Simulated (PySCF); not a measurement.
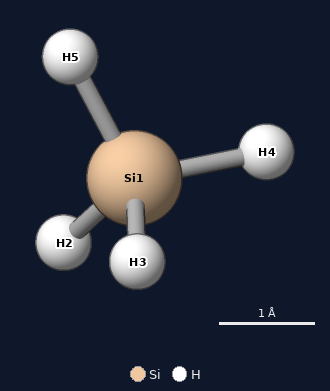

Figure 1. The structure as given in the input (ball-and-stick view, seen at a tilt; atoms are numbered from 1 in the order of the input).

## SiH4: a changed input and its effect

System: SiH4.
Method of run A: RKS PBE0-D4/def2-TZVPP, density fitting (PySCF 2.14.0).

The geometry comes from this level: PBE0-D4/def2-TZVP. Text and figures count atoms from 1; the logs count them from 0 in places.

### The input, run A
```python
import json, numpy as np
from pyscf import gto, scf, dft, mp, cc
EV, BOHR = 27.211386245988, 0.529177210903
mol = gto.M(atom="""
Si -0.650089 -0.603280 -1.148479
H -0.966075 -1.081822 0.221050
H 0.765662 -0.916533 -1.467839
H -1.539324 -1.279490 -2.126568
H -0.860629 0.864684 -1.220651
""", basis="def2-tzvpp", charge=0, spin=0, max_memory=8670, verbose=0)
def mean_field(mol, dm=None):
    mf = dft.RKS(mol, xc="pbe0").density_fit()
    mf.conv_tol = 1e-9; mf.grids.level = 4
    mf.kernel(dm0=dm)
    if not mf.converged: mf = mf.newton().run(mf.mo_coeff, mf.mo_occ)
    assert mf.converged
    return mf
def d4(mol):
    from pyscf.dispersion.dftd4 import DFTD4Dispersion
    real = gto.M(atom=[(mol.atom_pure_symbol(i), mol.atom_coord(i)) for i in range(5)], unit='B', charge=mol.charge, spin=None, basis='def2-svp', verbose=0)
    r = DFTD4Dispersion(real, xc="pbe0", atm=True).get_dispersion(grad=True); return r["energy"], r["gradient"]
def energy_and_gradient(mol, dm=None):
    mf = mean_field(mol, dm); e, g = d4(mol)
    return mf, (mf.e_tot + e) * EV, (mf.nuc_grad_method().kernel()[:5] + g) * EV / BOHR
out = {}
mf = mean_field(mol); e = d4(mol)[0]
out.update(energy=(mf.e_tot + e) * EV, converged=True, dispersion=e * EV)
out['s2'] = mf.spin_square()[0]; out['nelec'] = mol.nelec
print(f"Total energy {out['energy']:.6f} eV, <S^2> {out['s2']:.4f}")
json.dump(out, open("out.json", "w"), default=float)
```

Launched with:
```bash
OMP_NUM_THREADS=4 python run.py
```

Hardware: 4 threads of Arm Neoverse V2, 23 GiB of memory available, shared host.

### Output (run A)
```
Total energy -7939.137389 eV, <S^2> 0.0000
```

For run B the input was changed thus:
```diff
-    mf = dft.RKS(mol, xc="pbe0").density_fit()
+    mf = dft.RKS(mol, xc="pbe").density_fit()
-    r = DFTD4Dispersion(real, xc="pbe0", atm=True).get_dispersion(grad=True); return r["energy"], r["gradient"]
+    r = DFTD4Dispersion(real, xc="pbe", atm=True).get_dispersion(grad=True); return r["energy"], r["gradient"]
```

What does this change do to the results?

The total energies belong to different models, so their difference says nothing on which is more stable or more accurate. The functional changes from PBE0 to PBE.

### Output (run B)
```
Total energy -7938.199476 eV, <S^2> 0.0000
```

### The two runs side by side

| quantity | run A | run B |
| --- | --- | --- |
| outcome | converged | converged |
| total energy (hartree) | −291.757918 | −291.723450 |
| basis functions | 98 | 98 |
| wall time (shared host) | 1.8 s | 1.9 s |
